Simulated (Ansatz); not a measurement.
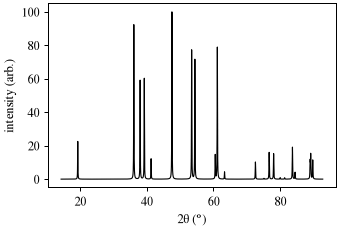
Fig. 1. Simulated powder pattern, Fe Kα, λ = 1.93735 Å

The pattern belongs to a structure relaxed with the program Ansatz at the r²SCAN level (PAW).

Question: Pick the material that matches.
(A) AlB2W2, Cmmm (Al on 2a, W on 4j, B on 4i)
(B) B, bcc (W type)
(C) LaB, rock salt
(D) BAs, NiAs type

Answer: A, AlB2W2, Cmmm (Al on 2a, W on 4j, B on 4i)

The start of the workflow was typed in or built on a structure type; neither database checked (COD, Materials Project) lists it. Its standing as an ambient phase is unchecked. Symmetry was held in the r²SCAN relaxation; whether a distortion lowers the energy is not shown. The run is not spin-polarised. Spin–orbit coupling is left out wherever it is not named.

Potentials: the earlier of the program's two PAW sets.
